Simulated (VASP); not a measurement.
Band structure of Ga$_{4}$PSb$_{3}$ (ordered alloy cell). These are PBE GGA, VASP's PBE PAW potentials (set 64) (plane waves; VASP 6.6.1) values and carry that method's errors.

Unless said otherwise, spin-orbit coupling is left out, though it shifts the bands of the heavy elements here.

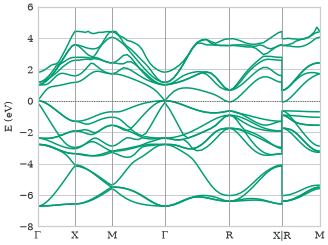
Figure. Bands along high-symmetry lines, zero at the valence-band maximum or, without a gap, the Fermi level

**Question.** Read the plot: is there a gap, and where are the band edges?

**Answer.** It has no gap at this level: it comes out as a metal or semimetal. (Edges off the drawn lines would not show.)

The structure was generated: Ga4PSb3 was put into an ordered model structure (P-43m), which need not be its known phase. It was relaxed first.
